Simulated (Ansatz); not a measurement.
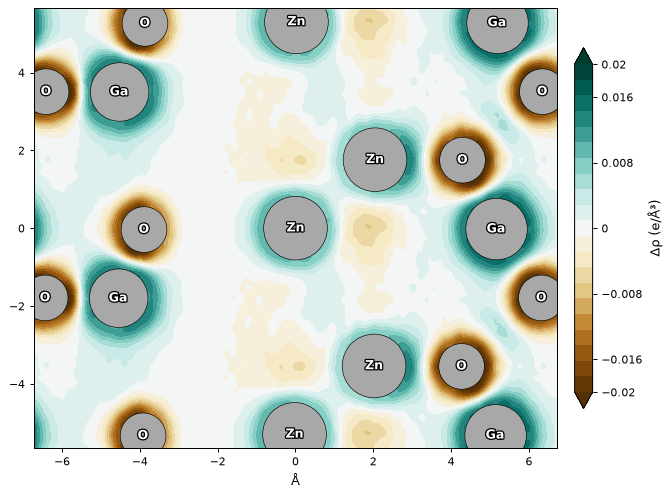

Zn2Ga2O3. Difference of the valence pseudo-densities of two functionals at the same geometry, on the (110) plane of the calculation cell: PBE less r2SCAN.

Both computed with Ansatz (plane waves, PAW), on the same k-point mesh. Grey discs cover the atomic cores.

```
CELL_PARAMETERS angstrom
3.06024 -0.00067 0.00028
-1.52882 2.65186 0.00378
-0.03543 -0.19527 12.75305
ATOMIC_POSITIONS crystal
Zn 0.22085 0.45087 0.67121
Zn 0.56102 0.12754 0.83083
Ga 0.91594 0.82553 0.31569
Ga 0.23880 0.47802 0.07648
O 0.90942 0.81600 0.16745
O 0.25151 0.49544 0.36612
O 0.56912 0.13994 0.00722
```

> What does the difference map show?

Against r2SCAN, PBE gives more density around Zn (+0.007 e/Å³ on average at 1.0 Å from the nucleus), more density around Ga (+0.009 e/Å³ on average at 1.0 Å from the nucleus), less density around O (−0.015 e/Å³ on average at 0.7 Å from the nucleus) and a change of +0.006 e/Å³ at the midpoint of Zn–O.
